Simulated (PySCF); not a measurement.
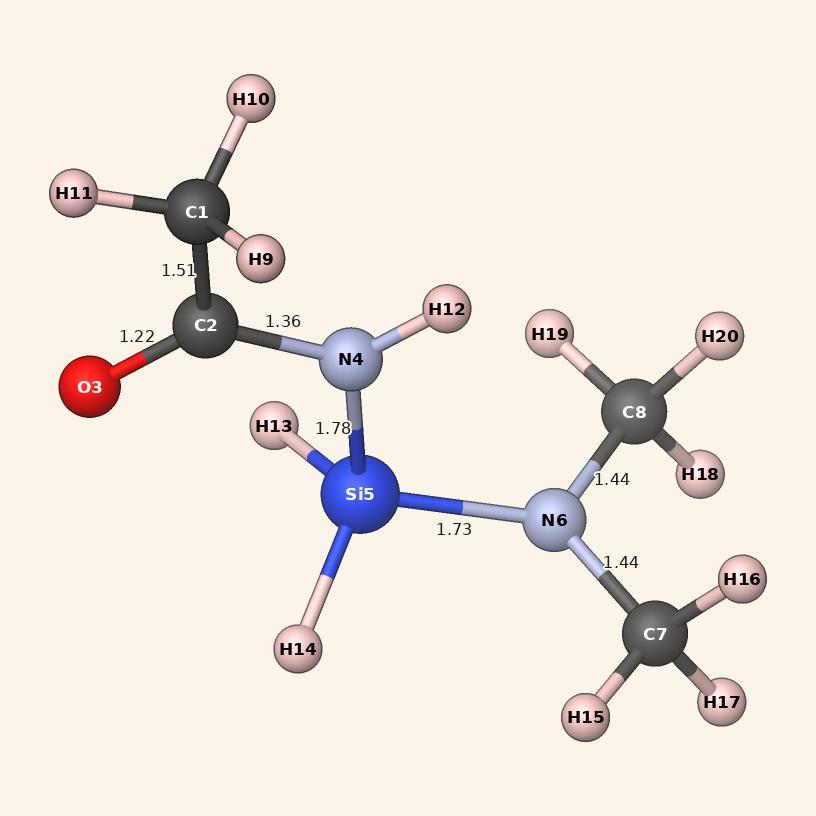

The numbers beside the sticks are distances in Å. Sticks don't show bond order. Computed geometry: PBE0-D3(BJ)/def2-SVP optimisation. No frequency run is at hand to confirm it as a minimum.

### Assign a bond order to each marked bond.

C1–C2 single; C2–O3 double; C2–N4 single; N4–Si5 single; Si5–N6 single; N6–C7 single; N6–C8 single.

### Give the structure as SMILES.

CC(=O)N[SiH2]N(C)C
